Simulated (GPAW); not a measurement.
**A GW chain in GPAW: SnO2 (Cassiterite)**

Wanted: ground state, empty states, screening and self-energy for SnO2 (Cassiterite).

Calculated with GPAW 26.7.0; PBE and many-body steps on it, plane waves.

**The experiments to reproduce.**

- Gap 3.6 eV: experimental gap quoted from earlier work; bulk crystal (quoted in “Study on the Photocatalytic Properties of Flower-Shaped SnO2”, 2022, pmc:9565917).

### 1. The structure

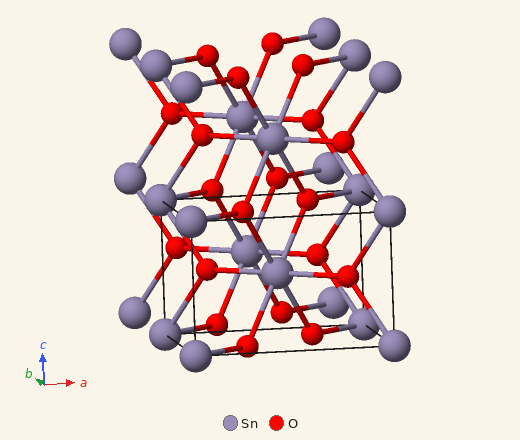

Start, viewed slightly off an axis; tin purple, oxygen red. 1×2×2 cells are drawn. Some periodic images of atoms are drawn too.

The cell and positions come from the Crystallography Open Database and are kept as given unless a step says otherwise.

### 2. Ground state

This step: GPAW 26.7.0; DFT, PBE, plane waves, PAW.

The ground-state density comes first.

Contents of run.py:

```python
import json
import numpy as np
from gpaw.mpi import world
from ase import Atoms
from gpaw import GPAW, PW, FermiDirac

atoms = Atoms(['Sn', 'Sn', 'O', 'O', 'O', 'O'],
    cell=[[4.7380000000, 0.0000000000, 0.0000000000],
      [0.0000000000, 4.7380000000, 0.0000000000],
      [0.0000000000, 0.0000000000, 3.1865000000]],
    scaled_positions=[[0.0000000000, 0.0000000000, 0.0000000000],
      [0.5000000000, 0.5000000000, 0.5000000000],
      [0.3071000000, 0.3071000000, 0.0000000000],
      [0.1929000000, 0.8071000000, 0.5000000000],
      [0.6929000000, 0.6929000000, 0.0000000000],
      [0.8071000000, 0.1929000000, 0.5000000000]],
    pbc=(True, True, True))
calc = GPAW(mode=PW(600),
    xc='PBE',
    kpts={'size': (6, 6, 8), 'gamma': True},
    occupations=FermiDirac(0.001),
    nbands=-9,
    convergence={'density': 1e-6, 'bands': -3},
    maxiter=100,
    txt='gs.txt')
atoms.calc = calc
res = {'energy': atoms.get_potential_energy()}
kpts = calc.get_ibz_k_points()
res['kpts'] = kpts
res['eigenvalues'] = [calc.get_eigenvalues(kpt=k) for k in range(len(kpts))]
res['n_electrons'] = calc.get_number_of_electrons()
calc.write('gs.gpw')

if world.rank == 0:
    with open('result.json', 'w') as f:
        json.dump(res, f, default=lambda x: x.tolist())
```

Run with:

```console
$ mpirun -n 4 gpaw python run.py
```

Numbers of over 12 decimals in the logs are rounded to 6 here.

The log of the run:

```text
__  _  _
 | _ |_)|_||  |
 |__||  | ||/\| - 26.7.0

Input parameters:
  mode=PW(ecut=600.0),
  convergence={'density': 1e-06, 'bands': -3},
  kpts=MonkhorstPack(size=(6, 6, 8), gamma=True),
  maxiter=100,
  nbands=-9,
  occupations=Occupations(name='fermi-dirac', width=0.001, fixmagmom=False),
  xc=XC(name='PBE')
  [... matrices ...]
Diagonalizing LCAO Hamiltonian
Converting LCAO to pw mode
    .-----------.
   /|           |
  / |           |
 *  | O         |
 |  .---Sn-O----.
 | /       O   /
 |/   O       /
 Sn----------*

Atoms  # Å, Bohr magnetons
|   | symbol |        x |        y |        z |    initial magnetic moments |
| 0 |     Sn | 0.000000 | 0.000000 | 0.000000 | ( 0.0000,  0.0000,  0.0000) |
| 1 |     Sn | 2.369000 | 2.369000 | 1.593250 | ( 0.0000,  0.0000,  0.0000) |
| 2 |      O | 1.455040 | 1.455040 | 0.000000 | ( 0.0000,  0.0000,  0.0000) |
| 3 |      O | 0.913960 | 3.824040 | 1.593250 | ( 0.0000,  0.0000,  0.0000) |
| 4 |      O | 3.282960 | 3.282960 | 0.000000 | ( 0.0000,  0.0000,  0.0000) |
| 5 |      O | 3.824040 | 0.913960 | 1.593250 | ( 0.0000,  0.0000,  0.0000) |

Unit cell  # Å
| periodic |        x |        y |        z |  lengths |    angles |
|      yes | 4.738000 | 0.000000 | 0.000000 | 4.738000 | 90.000000 |
|      yes | 0.000000 | 4.738000 | 0.000000 | 4.738000 | 90.000000 |
|      yes | 0.000000 | 0.000000 | 3.186500 | 3.186500 | 90.000000 |

Number of symmetries: 8
Symmetry operations  # r_c * U_cc + t_c -> r_c
|   | kind |            matrix            |
| 0 |  E   |  1, 0, 0,  0, 1, 0,  0, 0, 1 |
| 1 |  σ   |  1, 0, 0,  0, 1, 0,  0, 0,-1 |
| 2 |  σ   |  0, 1, 0,  1, 0, 0,  0, 0, 1 |
| 3 |  C2  |  0, 1, 0,  1, 0, 0,  0, 0,-1 |
| 4 |  σ   |  0,-1, 0, -1, 0, 0,  0, 0, 1 |
| 5 |  C2  |  0,-1, 0, -1, 0, 0,  0, 0,-1 |
| 6 |  C2  | -1, 0, 0,  0,-1, 0,  0, 0, 1 |
| 7 |  i   | -1, 0, 0,  0,-1, 0,  0, 0,-1 |

BZ-sampling:
  Number of BZ points: 288
  Number of IBZ points: 65

  Monkhorst-Pack size: [6, 6, 8]
  Monkhorst-Pack shift: [0.083333, 0.083333, 0.0625]

K-points  # in reciprocal-cell coordinates
|     |                                coordinates |     weight |
|   0 | (  0.00000000,   0.00000000,   0.00000000) | 0.00347222 |
|   1 | (  0.00000000,   0.00000000,   0.12500000) | 0.00694444 |
|   2 | (  0.00000000,   0.00000000,   0.25000000) | 0.00694444 |
|   3 | (  0.00000000,   0.00000000,   0.37500000) | 0.00694444 |
|   4 | (  0.00000000,   0.00000000,   0.50000000) | 0.00347222 |
|   5 | (  0.16666667,  -0.16666667,   0.00000000) | 0.00694444 |
|   6 | (  0.16666667,  -0.16666667,   0.12500000) | 0.01388889 |
|   7 | (  0.16666667,  -0.16666667,   0.25000000) | 0.01388889 |
|   8 | (  0.16666667,  -0.16666667,   0.37500000) | 0.01388889 |
|   9 | (  0.16666667,  -0.16666667,   0.50000000) | 0.00694444 |
| ... |                                            |            |
|  64 | (  0.50000000,   0.50000000,   0.50000000) | 0.00347222 |

Plane wave coefficients: 2409
Cutoff: 600.0 eV

Spin-components: 1 (collinear spins)
Bands:           35
Projectors:      32
Spin-degeneracy: 2
Datatype:        complex128

  Storage: CPU
  Wave functions: 87_687_600 bytes (21_921_900 per core)
  Projectors: 65_139_360 bytes (16_284_840 per core)
  [... matrices ...]
Parallelization:
  kpt:    4
  domain: 1
  band:   1

Density:
  Valence electrons: 52.0
  Components: 1
  Grid points: [27 27 20]
  Charge: 0.0  # |e|

Potential:
  Grid points: [27 27 20]

species:
  Sn:
    name:    Tin
    Z:       50.0
    valence: 14
    core:    36
    charge:  0.0  # [|e|]
    compensation charges:
      type: gauss
      rc: 0.38  # [Å]
      lmax: 2
    cutoffs:
      filter: 2.23  # [Å]
      core: 2.35  # [Å]
    projectors
    | kind |    occ | energy [eV] | rcut [Å] |
    |   5s |  2.000 |     -10.538 |    1.201 |
    |   5p |  2.000 |      -3.696 |    1.270 |
    |   4d | 10.000 |     -25.845 |    1.185 |
    |    s |        |      16.674 |    1.201 |
    |    p |        |      23.515 |    1.270 |
    |    d |        |       1.367 |    1.185 |

    Using partial waves for Sn as LCAO basis

  O:
    name:    Oxygen
    Z:       8.0
    valence: 6
    core:    2
    charge:  0.0  # [|e|]
    compensation charges:
      type: gauss
      rc: 0.21  # [Å]
      lmax: 2
    cutoffs:
      filter: 1.17  # [Å]
      core: 0.83  # [Å]
    projectors
    | kind |    occ | energy [eV] | rcut [Å] |
    |   2s |  2.000 |     -23.961 |    0.688 |
    |   2p |  4.000 |      -9.029 |    0.598 |
    |    s |        |       3.251 |    0.688 |
    |    p |        |      18.182 |    0.598 |
    |    d |        |       0.000 |    0.619 |

    Using partial waves for O as LCAO basis

Reference energy: -344184.795819  # eV

eigensolver:
  PPCG
  Converge bands: -3
  niter=2

density mixing:
  MSR1-Mixer
  Pratt-step length: 0.05
  Maximum mixing coefficient: 0.75
  Old densities: 10
  SVD Regularization: 0.005
  Good broyden scale: 1.0
  Trust region scale: 1.0
  Backstep threshold: 4.0
  History deletion threshold: 6.0
  Fourier metric: weight=20.0, sigma=0.015

occupation numbers:
  Fermi-Dirac:
    width: 0.0010  # eV

poisson solver:
  ecut: 4800.0  # eV

xc functional:
  name: PBE with 2 nearest neighbor stencil

Initialization done in: 2.668 s

convergence criteria:
- Maximum integral of absolute [dens]ity change: 1e-06 electrons / valence electron
- Maximum [total energy] change in last 3 cyles: 0.0005 eV / valence electron
- Maximum integral of absolute [eigenst]ate change: 4e-08 eV^2 / valence electron
maximum number of iterations: 100

SCF iterations
|iter     |     time |      energy | eigst |  dens |
|iter:   1|  |  -44.256717 | +0.60 |       |
|iter:   2|  |  -42.711287 | -0.95 | -0.87 |
|iter:   3|  |  -38.435473 | -0.29 | -0.93 |
|iter:   4|  |  -38.430839 | -2.24 | -1.50 |
|iter:   5|  |  -38.442170c| -2.75 | -1.81 |
|iter:   6|  |  -38.442640c| -3.33 | -2.89 |
|iter:   7|  |  -38.442732c| -3.50 | -3.32 |
|iter:   8|  |  -38.442722c| -3.64 | -3.85 |
|iter:   9|  |  -38.442723c| -4.44 | -4.34 |
|iter:  10|  |  -38.442723c| -5.08 | -4.95 |
|iter:  11|  |  -38.442723c| -5.22 | -5.35 |
|iter:  12|  |  -38.442723c| -5.22 | -6.35c|
|iter:  13|  |  -38.442723c| -4.07 | -6.78c|
|iter:  14|  |  -38.442723c| -4.39 | -7.38c|
|iter:  15|  |  -38.442723c| -4.79 | -7.77c|
|iter:  16|  |  -38.442723c| -5.27 | -8.18c|
|iter:  17|  |  -38.442723c| -5.48 | -8.70c|
|iter:  18|  |  -38.442723c| -5.73 | -8.87c|
|iter:  19|  |  -38.442723c| -5.99 | -9.57c|
|iter:  20|  |  -38.442723c| -6.45 | -9.54c|
|iter:  21|  |  -38.442723c| -6.28 | -9.96c|
|iter:  22|  |  -38.442723c| -6.70 |-10.12c|
|iter:  23|  |  -38.442723c| -7.73c|-10.23c|

Converged in 23 steps
SCF loop duration: 27.048 s (1.176 s/step)
Energy contributions relative to reference atoms: (reference = -344184.795819)
  [... matrices ...]
Energy contributions:
  Kinetic:          78.601764
  Coulomb:         -68.646726
  Zero:             -0.070256
  External:          0.000000
  Xc:              -48.327505
  Entropy:          -0.000000
  Spinorbit:         0.000000
  ----------------------------
  Free energy:     -38.442723
  Extrapolated:    -38.442723

dipole moment: (-15.483176, -15.483176, -28.293226)  # |e|*Ang

Fermi level: 6.308
Eigenvalues  # (at kpt = [0.000, 0.000, 0.000])
| band index |      eig [eV] | occ [0-2] |
|          0 |       -15.026 |     2.000 |
|        ... |               |           |
|         18 |         2.981 |     2.000 |
|         19 |         4.031 |     2.000 |
|         20 |         4.160 |     2.000 |
|         21 |         4.865 |     2.000 |
|         22 |         4.865 |     2.000 |
|         23 |         5.303 |     2.000 |
|         24 |         5.303 |     2.000 |
|         25 |         6.074 |     2.000 |
|         26 |         7.386 |     0.000 |
[...]
|         30 |        16.589 |     0.000 |
|         31 |        16.719 |     0.000 |
|         32 |        18.211 |     0.000 |
|         33 |        18.747 |     0.000 |
|         34 |        21.419 |     0.000 |

Gap: 1.311 eV
Transition (v -> c):
  (s=0, k=0, n=25, [0.00, 0.00, 0.00]) -> (s=0, k=0, n=26, [0.00, 0.00, 0.00])
No difference between direct/indirect transitions
# Writing to gs.gpw (mode='')
  [... matrices ...]
```

It took 32 s on 4 MPI ranks of AMD EPYC 9R14 (Zen 4), shared host; peak memory 0.84 GiB.

This step gave:

```yaml
total_energy: -38.44 eV
gap: 1.311 eV
k_of_the_valence_top: 0, 0, 0
k_of_the_conduction_bottom: 0, 0, 0
least_direct_gap: 1.311 eV
```

The gap is direct, at Γ.

### 3. Bands along the symmetry lines

The cheap functional maps the bands first; the places of the edges decide which points the dearer methods must see.

Contents of run.py:

```python
import json
import numpy as np
from gpaw.mpi import world
from gpaw import GPAW

path = [[0.000000, 0.000000, 0.000000],
    [0.000000, 0.062500, 0.000000],
    [0.000000, 0.125000, 0.000000],
    [0.000000, 0.187500, 0.000000],
    [0.000000, 0.250000, 0.000000],
    [0.000000, 0.312500, 0.000000],
    [0.000000, 0.375000, 0.000000],
    [0.000000, 0.437500, 0.000000],
    [0.000000, 0.500000, 0.000000],
    [0.062500, 0.500000, 0.000000],
    [0.125000, 0.500000, 0.000000],
    [0.187500, 0.500000, 0.000000],
    [0.250000, 0.500000, 0.000000],
    [0.312500, 0.500000, 0.000000],
    [0.375000, 0.500000, 0.000000],
    [0.437500, 0.500000, 0.000000],
    [0.500000, 0.500000, 0.000000],
    [0.437500, 0.437500, 0.000000],
    [0.375000, 0.375000, 0.000000],
    [0.312500, 0.312500, 0.000000],
    [0.250000, 0.250000, 0.000000],
    [0.187500, 0.187500, 0.000000],
    [0.125000, 0.125000, 0.000000],
    [0.062500, 0.062500, 0.000000],
    [0.000000, 0.000000, 0.000000],
    [0.000000, 0.000000, 0.062500],
    [0.000000, 0.000000, 0.125000],
    [0.000000, 0.000000, 0.187500],
    [0.000000, 0.000000, 0.250000],
    [0.000000, 0.000000, 0.312500],
    [0.000000, 0.000000, 0.375000],
    [0.000000, 0.000000, 0.437500],
    [0.000000, 0.000000, 0.500000],
    [0.000000, 0.062500, 0.500000],
    [0.000000, 0.125000, 0.500000],
    [0.000000, 0.187500, 0.500000],
    [0.000000, 0.250000, 0.500000],
    [0.000000, 0.312500, 0.500000],
    [0.000000, 0.375000, 0.500000],
    [0.000000, 0.437500, 0.500000],
    [0.000000, 0.500000, 0.500000],
    [0.062500, 0.500000, 0.500000],
    [0.125000, 0.500000, 0.500000],
    [0.187500, 0.500000, 0.500000],
    [0.250000, 0.500000, 0.500000],
    [0.312500, 0.500000, 0.500000],
    [0.375000, 0.500000, 0.500000],
    [0.437500, 0.500000, 0.500000],
    [0.500000, 0.500000, 0.500000],
    [0.437500, 0.437500, 0.500000],
    [0.375000, 0.375000, 0.500000],
    [0.312500, 0.312500, 0.500000],
    [0.250000, 0.250000, 0.500000],
    [0.187500, 0.187500, 0.500000],
    [0.125000, 0.125000, 0.500000],
    [0.062500, 0.062500, 0.500000],
    [0.000000, 0.000000, 0.500000],
    [0.000000, 0.500000, 0.000000],
    [0.000000, 0.500000, 0.062500],
    [0.000000, 0.500000, 0.125000],
    [0.000000, 0.500000, 0.187500],
    [0.000000, 0.500000, 0.250000],
    [0.000000, 0.500000, 0.312500],
    [0.000000, 0.500000, 0.375000],
    [0.000000, 0.500000, 0.437500],
    [0.000000, 0.500000, 0.500000],
    [0.500000, 0.500000, 0.000000],
    [0.500000, 0.500000, 0.062500],
    [0.500000, 0.500000, 0.125000],
    [0.500000, 0.500000, 0.187500],
    [0.500000, 0.500000, 0.250000],
    [0.500000, 0.500000, 0.312500],
    [0.500000, 0.500000, 0.375000],
    [0.500000, 0.500000, 0.437500],
    [0.500000, 0.500000, 0.500000]]
calc = GPAW('gs.gpw').fixed_density(kpts=path,
    symmetry='off',
    nbands=36,
    convergence={'bands': 32},
    txt='bands.txt')
res = {}
kpts = calc.get_ibz_k_points()
res['kpts'] = kpts
res['eigenvalues'] = [calc.get_eigenvalues(kpt=k) for k in range(len(kpts))]
res['n_electrons'] = calc.get_number_of_electrons()

if world.rank == 0:
    with open('result.json', 'w') as f:
        json.dump(res, f, default=lambda x: x.tolist())
```

Run with:

```console
$ mpirun -n 4 gpaw python run.py
```

The log of the run:

```text
Diagonalizing LCAO Hamiltonian
Converting LCAO to pw mode
convergence criteria:
- Maximum integral of absolute [eigenst]ate change: 4e-08 eV^2 / valence electron
maximum number of iterations: 100

SCF iterations
|iter     |     time |      energy | eigst |  dens |
|iter:   1|  |             | +0.87 |       |
|iter:   2|  |             | -0.84 |       |
|iter:   3|  |             | -1.77 |       |
[...]
|iter:  15|  |             | -6.65 |       |
|iter:  16|  |             | -7.02 |       |
|iter:  17|  |             | -7.50c|       |
SCF steps: 17
  __  _  _
 | _ |_)|_||  |
 |__||  | ||/\| - 26.7.0

Input parameters:
  mode=PW(ecut=600.0),
  convergence={'bands': 32},
  gpts=array([27, 27, 20]),
  kpts=KPoints(kpts=array([[0.    , 0.    , 0.    ],
         [0.    , 0.0625, 0.    ],
         [0.    , 0.125 , 0.    ],
         [0.    , 0.1875, 0.    ],
         [0.    , 0.25  , 0.    ],
         [0.    , 0.3125, 0.    ],
         [0.    , 0.375 , 0.    ],
[...]
[0.0625, 0.5   , 0.    ],
[...]
[0.1875, 0.5   , 0.    ],
[...]
[0.3125, 0.5   , 0.    ],
[...]
[0.4375, 0.4375, 0.    ],
[...]
[0.3125, 0.3125, 0.    ],
[...]
[0.1875, 0.1875, 0.    ],
[...]
[0.    , 0.    , 0.0625],
[...]
[0.    , 0.    , 0.1875],
[...]
[0.    , 0.    , 0.3125],
[...]
[0.    , 0.3125, 0.5   ],
[...]
[0.    , 0.4375, 0.5   ],
[...]
[0.3125, 0.5   , 0.5   ],
[...]
[0.4375, 0.5   , 0.5   ],
[...]
[0.1875, 0.1875, 0.5   ],
[...]
[0.0625, 0.0625, 0.5   ],
[...]
[0.5   , 0.5   , 0.25  ],
         [0.5   , 0.5   , 0.3125],
         [0.5   , 0.5   , 0.375 ],
         [0.5   , 0.5   , 0.4375],
         [0.5   , 0.5   , 0.5   ]])),
  maxiter=100,
  nbands=36,
  occupations=Occupations(name='fermi-dirac', width=0.001, fixmagmom=False),
  parallel={},
  symmetry=Symmetry(point_group=False, time_reversal=False),
  xc=XC(name='PBE')
  [... matrices ...]
timing:  # [seconds]
  Total: 0.038  # ━━━━━━━━━━━━━━━━━━━━━━━━━━━━━━━━━━━━━━━━━━━━━━━━━━━━━━━━━━━
```

Elapsed: 26 s, on 4 MPI ranks; peak memory 0.94 GiB; 100 s of CPU time.

This step gave:

| Quantity | Value |
| --- | --- |
| gap | 1.311 eV |
| k of the valence top | 0, 0, 0 |
| k of the conduction bottom | 0, 0, 0 |
| least direct gap | 1.311 eV |

The gap is 1.311 eV, as in the run before at this level.

Electronic bands along the path, in eV, zero at the top of the highest filled band:

```csv
point,band 23,band 24,band 25,band 26,band 27,band 28,band 29,band 30
Γ,-1.21,-0.77,-0.77,0.00,1.31,6.18,6.37,6.37
X,-1.17,-1.17,-0.63,-0.63,4.47,4.47,7.11,7.12
M,-1.29,-1.29,-0.89,-0.89,4.87,4.87,7.55,7.55
Γ,-1.21,-0.77,-0.77,0.00,1.31,6.18,6.37,6.37
Z,-1.65,-1.65,-1.25,-1.25,6.26,6.26,9.81,9.81
R,-1.10,-1.10,-0.68,-0.68,6.53,6.53,8.10,8.10
A,-0.97,-0.97,-0.83,-0.83,4.96,4.96,8.91,8.91
Z,-1.65,-1.65,-1.25,-1.25,6.26,6.26,9.81,9.81
jump to X,-1.17,-1.17,-0.63,-0.63,4.47,4.47,7.11,7.12
R,-1.10,-1.10,-0.68,-0.68,6.53,6.53,8.10,8.10
jump to M,-1.29,-1.29,-0.89,-0.89,4.87,4.87,7.55,7.55
A,-0.97,-0.97,-0.83,-0.83,4.96,4.96,8.91,8.91
```

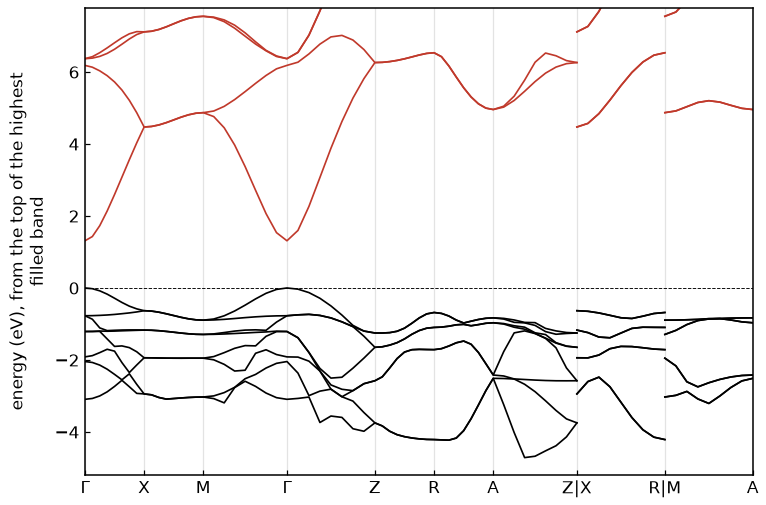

Electronic bands along the path; lines of filled and empty bands in two colours.

### 4. Empty states on the mesh, 4×4×6 mesh, 172 bands

The sums over transitions need many empty states on a uniform mesh; this step solves for them.

Contents of run.py:

```python
import json
import numpy as np
from gpaw.mpi import world
from gpaw import GPAW

calc = GPAW('gs.gpw').fixed_density(kpts={'size': (4, 4, 6), 'gamma': True},
    parallel={'domain': 1, 'band': 1},
    txt='nscf.txt')
calc.diagonalize_full_hamiltonian(nbands=172)
calc.write('full.gpw', mode='all')
res = {}
kpts = calc.get_ibz_k_points()
res['kpts'] = kpts
res['eigenvalues'] = [calc.get_eigenvalues(kpt=k) for k in range(len(kpts))]
res['n_electrons'] = calc.get_number_of_electrons()

if world.rank == 0:
    with open('result.json', 'w') as f:
        json.dump(res, f, default=lambda x: x.tolist())
```

Run with:

```console
$ mpirun -n 4 gpaw python run.py
```

The log of the run:

```text
Diagonalizing LCAO Hamiltonian
Converting LCAO to pw mode
convergence criteria:
- Maximum integral of absolute [eigenst]ate change: 4e-08 eV^2 / valence electron
maximum number of iterations: 100

SCF iterations
|iter     |     time |      energy | eigst |  dens |
|iter:   1|  |             | +0.83 |       |
|iter:   2|  |             | -0.93 |       |
|iter:   3|  |             | -1.83 |       |
[...]
|iter:  30|  |             | -7.17 |       |
|iter:  31|  |             | -7.33 |       |
|iter:  32|  |             | -7.57c|       |
SCF steps: 32
  __  _  _
 | _ |_)|_||  |
 |__||  | ||/\| - 26.7.0

Input parameters:
  mode=PW(ecut=600.0),
  convergence={'density': 1e-06, 'bands': -3},
  gpts=array([27, 27, 20]),
  kpts=MonkhorstPack(size=(4, 4, 6), gamma=True),
  maxiter=100,
  nbands=35,
  occupations=Occupations(name='fermi-dirac', width=0.001, fixmagmom=False),
  parallel={'domain': 1, 'band': 1},
  xc=XC(name='PBE')
Matrix size: 2409x2409
# Writing to full.gpw (mode='all')
  [... matrices ...]

timing:  # [seconds]
  Total: 41.514  # ━━━━━━━━━━━━━━━━━━━━━━━━━━━━━━━━━━━━━━━━━━━━━━━━━━━━━━━━━━
```

It took 57 s on 4 MPI ranks; peak memory 2.7 GiB.

Numbers from this step:

* gap: 1.311 eV
* k of the valence top: 0, 0, 0
* k of the conduction bottom: 0, 0, 0
* least direct gap: 1.311 eV
* k points computed: 28
* lowest point of the top converged band, above the valence top: 83.7135 eV

On this mesh the gap is 1.311 eV.

[end of part 1 of 2]

[Paths, hosts, dates, memory and timing lines, banners, echoed tables and standing remarks are left out of the program output.]

[Logs are printed without paths, hosts, clocks, repeated set-up lines and the standing remarks that a program may print on its own settings, such as how far it seeks lower states.]

[Runs of the session that timed out or met a known fault of the program may be left out.]

[Hosts, paths, dates, database ids (printed as entryN), source tags and the programs' standing remarks are cut or masked in the printed files.]
